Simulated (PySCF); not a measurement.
# C3H9GeN: geometry, electronic excitations

Wanted: the electronic excitations of C3H9GeN (`C=NC[CH2][GeH3]`), by calculation.

The runs use PySCF 2.14.0, with density-fitted response routines of our own; the level of theory stands in each step. All values are computed, except where a source is named. Atoms count from 0, in the outputs and in this text.

## 1. The starting structure

14 atoms, charge 0, multiplicity 1; geometry from: GFN2-xTB. The atoms were then displaced at random by about 0.01 Å, so the start is not that level's minimum.

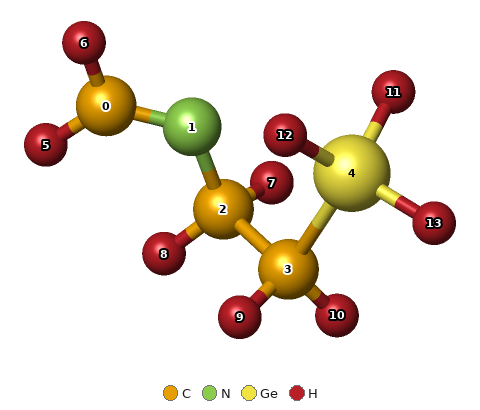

The starting geometry (carbon amber, nitrogen green, germanium yellow, hydrogen red), atoms numbered.

## 2. Relaxing the molecule at PBE0-D3(BJ)/def2-SVP

The job: settings as JSON, then the geometry in Å.

```
{"job": {"xc": "PBE0", "basis": "def2-SVP", "d3": "d3bj", "grid": 1, "shake": 0.01, "kind": "geom"}, "charge": 0, "multiplicity": 1}
C     -2.028170     0.629370    -0.257500
N     -0.941950     0.079570    -0.275420
C     -0.601740    -0.888050     0.707340
C      0.779120    -0.416440     1.294090
Ge     1.724080     0.451810    -0.192830
H     -2.841230     0.447400     0.464530
H     -2.250870     1.395700    -1.016010
H     -0.409460    -1.823570     0.178950
H     -1.362560    -1.029360     1.498880
H      0.567790     0.301650     2.104810
H      1.289270    -1.255570     1.736300
H      1.672570    -0.344570    -1.426600
H      1.229550     1.856740    -0.460600
H      3.166440     0.580250     0.196350
```

Run with:

```sh
OMP_NUM_THREADS=1 python probes_run.py task.json out
```

One launch serves the whole session: the jobs run in the order shown.

Standard output:

```text
step   0  E = -2250.58620492  max force = 0.062380
step   1  E = -2250.59656570  max force = 0.015946
step   2  E = -2250.59796277  max force = 0.007572
step   3  E = -2250.59824369  max force = 0.002292
step   4  E = -2250.59830559  max force = 0.003670
step   5  E = -2250.59839402  max force = 0.001203
step   6  E = -2250.59845416  max force = 0.000576
step   7  E = -2250.59847662  max force = 0.000817
step   8  E = -2250.59849387  max force = 0.000241
step   9  E = -2250.59849869  max force = 0.000162
optimisation converged
```

It took 71 s on 1 thread of Arm Neoverse V1, shared host; peak memory 0.52 GiB.

Along the way:

```
step  energy from step 0 (eV)  largest force component (eV/Å)
   0                   0.0000                          3.2077
   1                  -0.2819                          0.8200
   2                  -0.3199                          0.3894
   3                  -0.3276                          0.1179
   4                  -0.3293                          0.1887
   5                  -0.3317                          0.0619
   6                  -0.3333                          0.0296
   7                  -0.3339                          0.0420
   8                  -0.3344                          0.0124
   9                  -0.3345                          0.0083
```

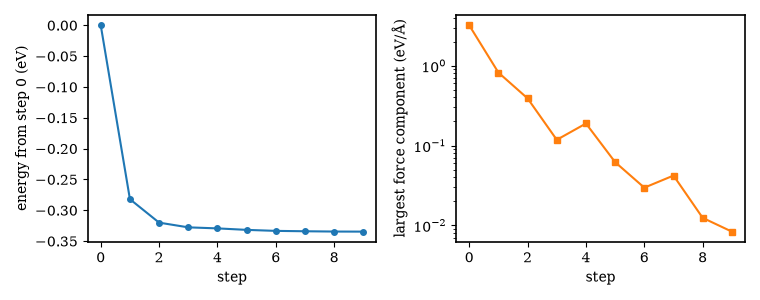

Energy and force, step by step.

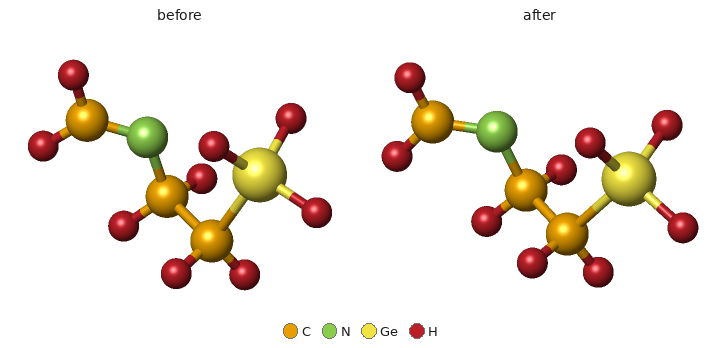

Before and after, at one scale.

Distances of close pairs at the start and the end, largest changes first:

```
   bond  before (Å)  after (Å)  change (Å)
Ge4–H11       1.469      1.541      +0.071
  C2–C3       1.573      1.524      -0.049
Ge4–H13       1.499      1.546      +0.046
  C0–N1       1.218      1.261      +0.043
 C3–H10       1.077      1.101      +0.024
Ge4–H12       1.513      1.536      +0.023
  N1–C2       1.421      1.440      +0.020
  C2–H7       1.091      1.104      +0.013
```

The end geometry stands in the next job.

```
                         at the end point                value
  point group (found at 0.08 Å tolerance)                   C1
rotational constants (GHz, main isotopes)  7.511, 1.473, 1.312
                        dipole moment (D)                 2.19
```

## 3. TDDFT and polarisability: PBE0/def2-TZVPD

The job: settings as JSON, then the geometry in Å.

```
{"job": {"kind": "uv", "xc": "PBE0", "basis": "def2-TZVPD"}, "charge": 0, "multiplicity": 1}
C     -2.286448     0.612221    -0.142504
N     -1.121496     0.163670    -0.320250
C     -0.592220    -0.809513     0.600127
C      0.720879    -0.316843     1.195230
Ge     1.948682     0.401808    -0.165551
H     -2.941246     0.286451     0.691486
H     -2.693427     1.362385    -0.835627
H     -0.396740    -1.728396     0.019342
H     -1.317289    -1.075741     1.398900
H      0.534046     0.480477     1.933053
H      1.227098    -1.136300     1.728691
H      1.988341    -0.539422    -1.384666
H      1.555781     1.818081    -0.612839
H      3.366572     0.466034     0.446288
```

Method: TDDFT PBE0/def2-TZVPD, vertical, gas phase, core orbitals frozen in the response.

Standard output:

```text
coarse grid: 50328 points
cycle   1  E = -2250.9853569771  dE = -3.083e-01  |g| = 6.895e-01  |ddm| = 3.714e+00
cycle   2  E = -2250.9379268249  dE =  4.743e-02  |g| = 8.721e-01  |ddm| = 1.567e+00
cycle   3  E = -2251.0329258971  dE = -9.500e-02  |g| = 1.648e-01  |ddm| = 8.208e-01
cycle   4  E = -2251.0383552780  dE = -5.429e-03  |g| = 4.236e-02  |ddm| = 1.388e-01
cycle   5  E = -2251.0387008365  dE = -3.456e-04  |g| = 9.005e-03  |ddm| = 4.278e-02
cycle   6  E = -2251.0387198219  dE = -1.899e-05  |g| = 2.898e-03  |ddm| = 1.320e-02
cycle   7  E = -2251.0387217430  dE = -1.921e-06  |g| = 4.508e-04  |ddm| = 3.018e-03
final grid: 106008 points
cycle   8  E = -2251.0387585313  dE = -1.452e-07  |g| = 5.689e-04  |ddm| = 1.724e-02
cycle   9  E = -2251.0387584536  dE =  7.766e-08  |g| = 8.375e-04  |ddm| = 1.861e-03
cycle  10  E = -2251.0387585990  dE = -1.454e-07  |g| = 1.471e-04  |ddm| = 7.521e-04
cycle  11  E = -2251.0387586034  dE = -4.377e-09  |g| = 2.786e-05  |ddm| = 1.336e-04
cycle  12  E = -2251.0387586035  dE = -1.428e-10  |g| = 6.374e-06  |ddm| = 4.171e-05
converged SCF energy = -2251.0387586035

Static polarisability (au): isotropic 80.243, principal 65.694 77.226 97.809

Singlet excitations
state   eV       nm        f      main configurations
  1   4.8980    253.1   0.00074   H->L 0.97
  2   6.6994    185.1   0.00820   H-1->L 0.83, H->L+1 0.12
  3   6.7484    183.7   0.03008   H->L+1 0.83, H-1->L 0.12
  4   7.1958    172.3   0.02649   H->L+2 0.84
  5   7.3502    168.7   0.01436   H->L+3 0.78, H-2->L 0.09, H->L+2 0.08
  6   7.4289    166.9   0.13651   H-2->L 0.63, H-4->L 0.14, H->L+3 0.10
  7   7.4978    165.4   0.00882   H-3->L 0.88
  8   7.6162    162.8   0.02522   H->L+4 0.74, H-1->L+1 0.20
  9   7.6841    161.4   0.01687   H-1->L+1 0.68, H->L+4 0.18
 10   7.7753    159.5   0.12919   H-4->L 0.76, H-2->L 0.09

Triplet excitations (Tamm-Dancoff, eV): 4.0836 4.8006 6.5325 6.6235
```

Run time: 52 s. Hardware: 1 thread of Arm Neoverse V1, shared host; peak memory 1.1 GiB.

Frontier orbitals and where they lie:

```
orbital     eV                         atoms
 HOMO−3  -9.03  Ge4 36 %, H12 27 %, H13 15 %
 HOMO−2  -8.76     N1 23 %, C0 22 %, C2 14 %
 HOMO−1  -8.44    C3 33 %, Ge4 22 %, C2 10 %
   HOMO  -7.46     N1 51 %, C0 14 %, C2 12 %
   LUMO  -0.59      C0 40 %, N1 32 %, H5 7 %
 LUMO+1   0.33    C0 19 %, C3 15 %, Ge4 14 %
 LUMO+2   0.76    Ge4 16 %, C0 16 %, C3 14 %
```

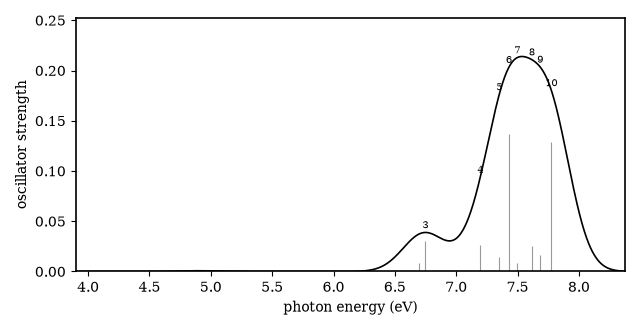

Absorption spectrum from the 10 singlet states computed; above the last one it falls off for lack of states. Lines are broadened to a width of 0.40 eV (Gaussian).

Ground-state properties from the same run:

```
           property  computed
  dipole moment (D)      2.20
polarisability (Å³)     11.89
 HOMO–LUMO gap (eV)      6.87
      −ε(HOMO) (eV)      7.46
```

## 4. What came out

```
                                quantity                        value
                             point group                           C1
    rotational constants (main isotopes)         7.51, 1.47, 1.31 GHz
        lowest singlet (PBE0/def2-TZVPD)  4.90 eV (253 nm), f = 0.001
brightest single state of those computed  state 6, 7.43 eV, f = 0.137
                          lowest triplet                      4.08 eV
```

The start of the PBE0/def2-SVP relaxation was shaken at random by about 0.01 Å, so part of the energy gained, and of the first lengths quoted, undoes that. Relaxing lowered the energy by 0.335 eV in 9 steps; the close pair that moved most is Ge4–H11, from 1.469 to 1.541 Å. The first singlet state (HOMO→LUMO 0.97) lies at 4.90 eV and is dark; of the 10 states computed, the strongest absorption comes from state 6 at 7.43 eV (the last state computed absorbs too, and its partners may lie past the list). The lowest triplet lies 0.81 eV below the lowest singlet (triplets in Tamm-Dancoff, singlets in full TDDFT).
